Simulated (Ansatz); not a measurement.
The starting structures come from a database of crystals and need not be the phases stable at ambient conditions.

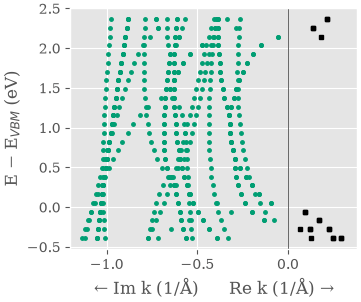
*Complex bands at the centre of the two-dimensional zone; PBEsol in Ansatz (a first-principles code)*

No gap correction and no spin-orbit coupling; mid-gap values are interpolated between computed energies.

Task: This is Cs2HfI6 (Fm-3m, not sure to be the ambient phase, 9 atoms a cell, 45.6 Å³ an atom) along the normal of (001). Read off the slowest decay at the centre of the two-dimensional zone at 1.04 eV, the computed energy nearest the middle of the gap.

Result: κ ≈ 0.27 1/Å, a decay length 1/(2κ) of the density of 1.9 Å.
